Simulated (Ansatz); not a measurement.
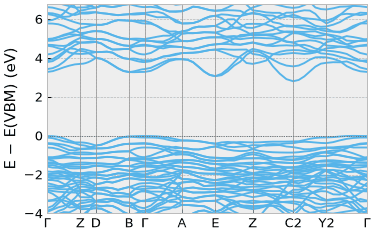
Figure: Band structure from r²SCAN in the plane-wave PAW code Ansatz

The gap is 2.80 eV; an edge lies off the plotted path or next to a special point (maximum off the standard path, minimum at C2).

Problem. Which compound is it?
(A) NiTeO4, P2_1/c (Ni on 2c, Te on 2b, O on 4e, O on 4e)
(B) TaSb3O8, Pc (Pearson symbol mP24)
(C) SbRuSe, P2_1/c (Sb on 4e, Ru on 4e, Se on 4e)
(D) ZrB2O5, P2_1/c (Pearson symbol mP32)

Solution. B, TaSb3O8, Pc (Pearson symbol mP24)

The first step of the workflow began from a Materials Project structure, measured or hypothetical; the Crystallography Open Database copy checked does not list it. With Ta and Sb taken as one species the cell has the higher symmetry Pna2_1, so it may be an ordered model of a mixed-site phase. Its standing as an ambient phase is unchecked. The r²SCAN relaxation kept the symmetry of its start; its stability against distortions is not shown here. No spin polarisation was allowed. Scalar-relativistic: spin–orbit coupling is off unless named, which matters more the heavier the elements.

Potentials: the later of the program's two PAW sets.
